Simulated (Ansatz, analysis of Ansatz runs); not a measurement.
# MnSO4 (Cmcm): does an added hole stay on Mn?

Aim: the energy barrier that a trapped hole meets when it moves from one Mn atom to another one nearby in MnSO4 (Cmcm). The model is a cell of 48 host atoms.

Program: Ansatz 0.2.0. Level of theory: plane-wave PAW DFT, PBEsol+U; relaxation of all atoms of a supercell at fixed charge in a uniform background; PAW set soft_1. Results are calculated unless marked as measured.

## (1) Starting point

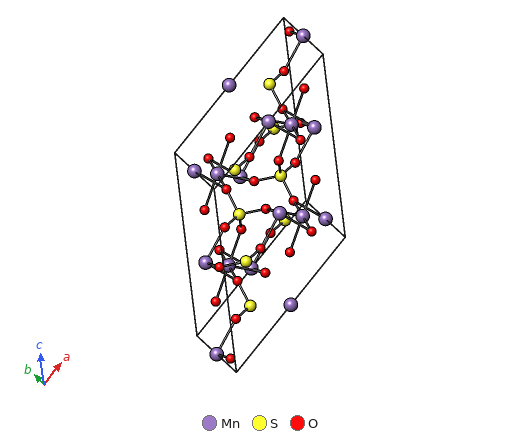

The cell as given, from a free direction (manganese light purple, sulfur yellow, oxygen red). Bonds to atoms that aren't drawn are left out. Some periodic images of atoms are drawn too.

The cell holds 48 atoms: 8 Mn, 8 S and 32 O. Its edges and angles: a = 10.622 Å, b = 8.647 Å, c = 9.686 Å, α = 70.6°, β = 50.1°, γ = 59.3°. It derives from MnSO4 (space group Cmcm). Nearest the centre at fractional (0.250, 0.750, 0.750): O38 at 2.06 Å, O46 at 2.06 Å, S10 at 2.09 Å, S14 at 2.09 Å, O30 at 2.13 Å, O20 at 2.13 Å, O24 at 2.13 Å, O26 at 2.13 Å.

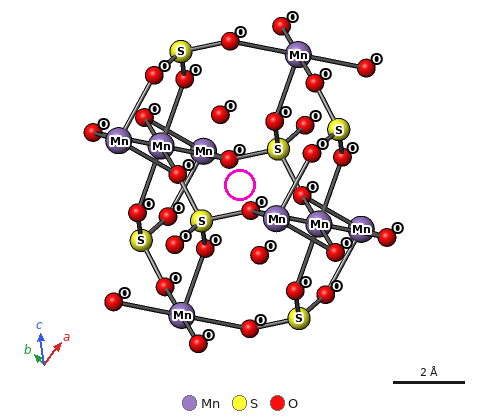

The atoms within 5 Å of the centre. A ring marks the centre wherever it is empty. Bonds to atoms that aren't drawn are left out.

Hubbard terms: Mn d 4.5 eV. They were chosen, not fitted, to curb self-interaction in the shells named, the trial site's among them. The two sites are Mn4 and Mn1. The cell's shortest repeat is 8.6 Å. The host's moments were started antiferromagnetic in the unit cell, high spin; both sites carry the same spin direction.

## (2) The cell without the carrier

The neutral cell is relaxed first, from small random displacements, so that bond lengths and moments with the carrier can be set beside those of a relaxed cell without it.

The input, neutral.relax/input.yaml:

```yaml
crystal:
  lattice:
    - [0.0, 8.12011886, 6.84790597]
    - [5.27983304, -1.9e-07, 6.8479062]
    - [5.27983304, 8.12011905, -2.3e-07]
  atoms:
    - { symbol: Mn, position: [0.0, 0.0, 0.0], spin: 5.0 }
    - { symbol: Mn, position: [0.0, 0.0, 0.5], spin: 5.0 }
    - { symbol: Mn, position: [0.5, 0.5, 0.0], spin: 5.0 }
    - { symbol: Mn, position: [0.5, 0.5, 0.5], spin: 5.0 }
    - { symbol: Mn, position: [0.25, 0.25, 0.25], spin: -5.0 }
    - { symbol: Mn, position: [0.25, 0.25, 0.75], spin: -5.0 }
    - { symbol: Mn, position: [0.75, 0.75, 0.25], spin: -5.0 }
    - { symbol: Mn, position: [0.75, 0.75, 0.75], spin: -5.0 }
    - { symbol: S, position: [0.051121, 0.698879, 0.301121] }
    - { symbol: S, position: [0.051121, 0.698879, 0.801121] }
    - { symbol: S, position: [0.551121, 0.198879, 0.301121] }
    - { symbol: S, position: [0.551121, 0.198879, 0.801121] }
    - { symbol: S, position: [0.448879, 0.801121, 0.198879] }
    - { symbol: S, position: [0.448879, 0.801121, 0.698879] }
    - { symbol: S, position: [0.948879, 0.301121, 0.198879] }
    - { symbol: S, position: [0.948879, 0.301121, 0.698879] }
    - { symbol: O, position: [0.010201, 0.239799, 0.028662] }
    - { symbol: O, position: [0.010201, 0.239799, 0.528662] }
    - { symbol: O, position: [0.510201, 0.739799, 0.028662] }
    - { symbol: O, position: [0.510201, 0.739799, 0.528662] }
    - { symbol: O, position: [0.489799, 0.260201, 0.471338] }
    - { symbol: O, position: [0.489799, 0.260201, 0.971338] }
    - { symbol: O, position: [0.989799, 0.760201, 0.471338] }
    - { symbol: O, position: [0.989799, 0.760201, 0.971338] }
    - { symbol: O, position: [0.221338, 0.528662, 0.239799] }
    - { symbol: O, position: [0.221338, 0.528662, 0.739799] }
    - { symbol: O, position: [0.721338, 0.028662, 0.239799] }
    - { symbol: O, position: [0.721338, 0.028662, 0.739799] }
    - { symbol: O, position: [0.278662, 0.971338, 0.260201] }
    - { symbol: O, position: [0.278662, 0.971338, 0.760201] }
    - { symbol: O, position: [0.778662, 0.471338, 0.260201] }
    - { symbol: O, position: [0.778662, 0.471338, 0.760201] }
    - { symbol: O, position: [0.088122, 0.341674, 0.158326] }
    - { symbol: O, position: [0.088122, 0.341674, 0.658326] }
    - { symbol: O, position: [0.588122, 0.841674, 0.158326] }
    - { symbol: O, position: [0.588122, 0.841674, 0.658326] }
    - { symbol: O, position: [0.091674, 0.838122, 0.161878] }
    - { symbol: O, position: [0.091674, 0.838122, 0.661878] }
    - { symbol: O, position: [0.591674, 0.338122, 0.161878] }
    - { symbol: O, position: [0.591674, 0.338122, 0.661878] }
    - { symbol: O, position: [0.411878, 0.158326, 0.341674] }
    - { symbol: O, position: [0.411878, 0.158326, 0.841674] }
    - { symbol: O, position: [0.911878, 0.658326, 0.341674] }
    - { symbol: O, position: [0.911878, 0.658326, 0.841674] }
    - { symbol: O, position: [0.408326, 0.661878, 0.338122] }
    - { symbol: O, position: [0.408326, 0.661878, 0.838122] }
    - { symbol: O, position: [0.908326, 0.161878, 0.338122] }
    - { symbol: O, position: [0.908326, 0.161878, 0.838122] }
basis:
  ecutwfc: 420
  xc_grid: 2
hamiltonian:
  xc: pbesol
  hubbard:
    sites: [{ species: Mn, l: d, u_eff: 4.5 }]
    projectors: ortho-atomic
  pseudopotentials: { kind: paw, azcp: { folder: soft_1 }, xc_functional: pbe }
kpoints:
  mp_grid: { grid: [1, 1, 1] }
magnetization:
  spin_polarized: true
  initial_magnetization: 0
  spin_locking: { lock_magnetization: hard }
scf:
  occupations: { method: fermi_dirac, width: 0.01 }
  max_iter: 120
  lower_state_search: "off"
output:
  forces: true
relax:
  f_tol: 0.02
  max_steps: 70
  random_displacement: { amplitude: 0.04, seed: 7007 }
checkpoint:
  write: "../neutral.relax.run"
  compress: false
  write_wavefunctions: true
  write_every: 100000
```

On the command line:

```console
$ ansatz run input.yaml --threads 32 --pin off --max-ram 84787MiB --backend cuda --events-out ev --progress --plain --runs-dir out --max-vram 78GiB
```

Numbers of over 12 decimals in the logs are rounded to 6 here.

The program printed:

```text
[... repeated set-up lines and file paths are left out, and long positions are rounded to six places ...]
Engine: ansatz 0.2.0, aarch64-unknown-linux-gnu
Pseudopotentials: kind: paw
Pseudopotential: Mn, paw, valence charge 15, recommended cutoff 420 eV (normal), soft_1/Mn.paw.azcp
Pseudopotential: S, paw, valence charge 6, recommended cutoff 420 eV (normal), soft_1/S.paw.azcp
Pseudopotential: O, paw, valence charge 6, recommended cutoff 420 eV (normal), soft_1/O.paw.azcp
Functional definition: PBEsol
  exchange = pbesol_x
  correlation = pbesol_c
[...]
Crystal: 48 atoms, lattice volume = 587.179 Å³
Basis set: ecut = 420 eV, 11465 PW (Γ), exchange–correlation on 144×120×144 points (8 copies of the dense FFT grid, shifted against one another)
Bands: 228, of which v1, the nominal top of the filled ones, is band 180 counted from 1 (179 counted from 0)
Symmetry: 1 space group operations
k-points: 1
Non-local potential: Mn, projectors of the file, l = 0: 3, l = 1: 2, l = 2: 3, l = 3: 1
Non-local potential: S, projectors of the file, l = 0: 2, l = 1: 2, l = 2: 1
Non-local potential: O, projectors of the file, l = 0: 2, l = 1: 2, l = 2: 1
PAW form: soft (Blöchl's): semilocal exchange-correlation on the pseudo side does not see the compensation charge
PAW frozen core: Mn, regenerated for the run's functional, and the local potential with it (the file was generated under x = pbe(κ = 0.804, μ = 0.219515), c = pbe(β = 0.066725))
[...]
E_kinetic    = 8844.730365
  E_local      = -37154.421757  (includes V_loc(G=0)·N_el)
  E_nonlocal   = 5726.710943
  E_hartree    = 13950.848210
  E_xc         = -3806.642825
  E_vxc        = -4641.597390  (∫ρ·V_xc dr)
  E_hubbard    = 3.840780  (on-site DFT+U / exact-exchange correction)
  E_vhub       = -85.566345  (the Hubbard potential's part of the band-sum identity)
  E_paw        = -20214.980699  (= ΣΔE_a)
  E_vpaw       = -4356.634260  (= ΣTr[D̂ρ^β])
  E_aug_tail   = 0.025593  (compensation charges beyond the density's cutoff)
  E_ewald      = -23313.022646
  E_core_change = 2.982013  (= ΣΔE_core)
  E_smearing   = -0.000000  (= −TS)
  E_closure    = -0.000000  (closes the sum)
  Σ components = -55959.930023   (vs F -55959.930023, Δ=0.00e0)
--- Forces (eV/Å), atoms counted from 1 ---
  atom   1  Mn    -0.00070439     0.00019052    -0.00018755
  atom   2  Mn     0.00025332     0.00028598     0.00013598
  [... 1 atom left out ...]
  atom   4  Mn     0.00003257    -0.00001141     0.00065586
  [... 2 atoms left out ...]
  [... 42 more lines of this table ...]
  max |Σ_I F_I| component: 4.77e-5 eV/Å
--- Band table (eV) ---
  k-point 0 ↑: bands = ["-74.4821", "-74.4819", "-74.4815", "-74.4813", "-69.4309", "-69.4307", "-69.4306", "-69.4306", "-43.3874", [... rest cut ...]
  k-point 0 ↓: bands = ["-74.4820", "-74.4817", "-74.4817", "-74.4816", "-69.4310", "-69.4308", "-69.4305", "-69.4303", "-43.3873", [... rest cut ...]
Occupation matrices written to <dir>
--- Relaxed structure (5 steps of the walk, 5 accepted, 0 SCFs on fresh bases) ---
  F+E_penalty+E_count = -55959.93002280 eV   max|allowed force component| = 1.460e-3 eV/Å
  atoms:
    - { symbol: Mn, position: [0.000216, 4.867091250264768e-5, -0.000448] }
    - { symbol: Mn, position: [0.000311, -8.082542637112554e-5, 0.499457] }
    [... 1 atom left out ...]
    - { symbol: Mn, position: [0.500223, 0.500012, 0.499544] }
    [... 2 atoms left out ...]
  [... 42 more lines of this table ...]
[key lines of the parts left out:]
SCF converged after 8 iterations
Magnetization: 0.0000 μB (180.0000 up, 180.0000 down)
Free energy (F): -55959.930023 eV
Fermi energy:    7.469457 (↑ 7.469503, ↓ 7.469409) eV
```

It took 5.4 s on 1 × NVIDIA GB200 with 32 threads of Arm Neoverse V2, shared host; peak memory 1.2 GiB; 16 s of CPU time.

The largest displacement from an ideal site is 0.006 Å.

(Continued in part 2 of 2.)

[Logs are printed without paths, hosts, clocks, repeated set-up lines and the standing remarks that a program may print on its own settings, such as how far it seeks lower states.]

[Hosts, paths, dates, database ids (printed as entryN), source tags and the programs' standing remarks are cut or masked in the printed files.]
